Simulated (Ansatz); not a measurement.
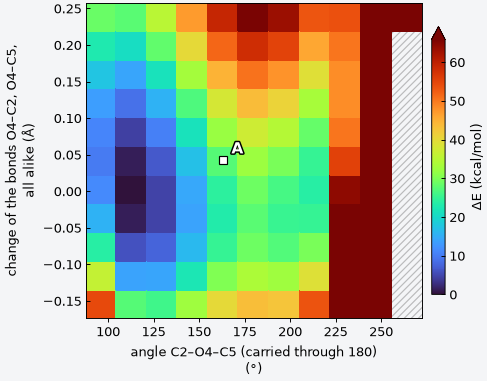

C2H6FNOS, SMILES NC(F)OCS. 
- The first coordinate is: angle C2–O4–C5 (carried through 180); the second: change of the bonds O4–C2, O4–C5, all alike.
- Nothing is relaxed (all other coordinates rigid).
- Grid: 11 × 11 points. At 10 points there is no value (left out of the scan, as a rule where atoms come close).
- Points are written as (first, second).
- All energies are given in kcal/mol relative to the lowest grid point.
- Energies and slopes of some neighbouring points disagree (a jump in structure or state, or too coarse a mesh).
- These are results of Ansatz 0.2.0, RKS PBE-D4/def2-SVP, not measurements.

In the figure: one coloured cell a grid point, one colour for all values above the top of the scale, hatched blanks where no value was computed, the point A.

### Is A at rest? If not, where is it pushed?

A, at (163.2°, 0.042 Å), is not a stationary point. The computed force is 0.49 kcal/mol for each degree towards smaller values of the first coordinate and 100 kcal/mol for each Å towards smaller values of the second coordinate.
